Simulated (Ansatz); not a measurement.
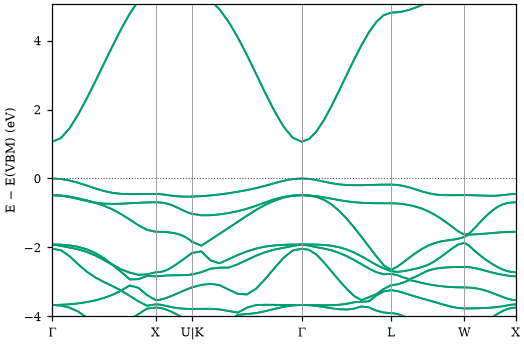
Band structure from r²SCAN+D4 with spin–orbit coupling in the plane-wave PAW code Ansatz

Read off the gap and where the band edges lie.

About 1.1 eV (1.07 eV by a search for the band edges); maximum at Γ, minimum at Γ.

The material is HgF2 (fluorite, space group No. 225).

Space group Fm-3m (fluorite). The workflow started from a Materials Project entry (that database holds measured and hypothetical structures alike); the Crystallography Open Database files this formula in space group No. 225, but the cells were not matched. Whether it is the stable phase at ambient conditions was not checked. The cell was relaxed with r²SCAN+D4 under the symmetry of its start; whether a distortion lowers the energy is not shown.

Potentials: the later of the program's two PAW sets.
